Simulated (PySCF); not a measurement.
Bond stretch in KCl, singlet.

Levels of theory: RKS-M06-2X = restricted M06-2X/def2-SVP in PySCF; RMP2 = MP2 on RHF/def2-SVP, 10 core orbitals frozen in PySCF; RKS-LDA (SVWN5) = restricted LDA (SVWN5)/def2-SVP in PySCF; UMP2 = PySCF with MP2 on UHF/def2-SVP, 10 core orbitals frozen; RKS-BHandHLYP = restricted BHandHLYP/def2-SVP in PySCF.

Energies are in eV, each relative to the lowest point of its own curve near equilibrium.

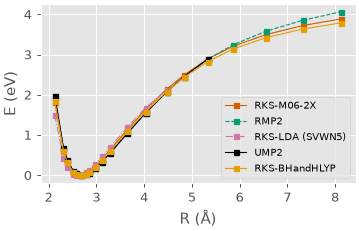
Figure. Energy against bond length for each method.

```csv
R / Å,RKS-M06-2X,RMP2,RKS-LDA (SVWN5),UMP2,RKS-BHandHLYP
2.13,1.814,1.973,1.487,1.973,1.837
2.31,0.600,0.688,0.437,0.688,0.614
2.39,0.315,0.379,0.205,0.379,0.326
2.51,0.078,0.112,0.031,0.112,0.085
2.57,0.023,0.045,0.000,0.045,0.028
2.68,0.000,0.000,0.011,0.000,0.000
2.79,0.048,0.028,0.082,0.028,0.041
2.85,0.094,0.065,0.137,0.065,0.084
2.98,0.228,0.179,0.284,0.179,0.210
3.12,0.402,0.336,0.466,0.336,0.376
3.29,0.635,0.553,0.702,0.553,0.600
3.65,1.140,1.043,1.201,1.043,1.091
4.03,1.633,1.544,1.673,1.544,1.579
4.47,2.136,2.070,2.123,2.070,2.079
4.83,2.488,2.447,—,2.447,2.429
5.33,2.888,2.884,—,2.884,2.824
5.87,3.209,3.246,—,—,3.139
6.56,3.498,3.582,—,—,3.421
7.32,3.719,3.849,—,—,3.633
8.13,3.887,4.065,—,—,3.790
```

At the longest distance, 8.13 Å, RMP2 lies highest above its minimum (4.065 eV) and RKS-BHandHLYP lowest (3.790 eV).

Dashes: no converged value, or the column stops at the first point that the program doubted or that broke a chosen test of continuity, which isn't proof of a fault.

At the longest distance RKS-M06-2X, RKS-BHandHLYP leaves fractional charges on the fragments, a sign of delocalisation error or of the restricted form. The restricted form behind RKS-M06-2X, RMP2, RKS-LDA (SVWN5), RKS-BHandHLYP keeps the bonding electrons paired and can't separate into open-shell fragments. The T1 diagnostic of CCSD on the restricted reference of RMP2 exceeds 0.045 at 6.56 to 7.32 Å. The unrestricted determinant behind UMP2 is spin-contaminated at 5.87 to 8.13 Å (<S²> up to 1.0, against 0.00 for a pure singlet).
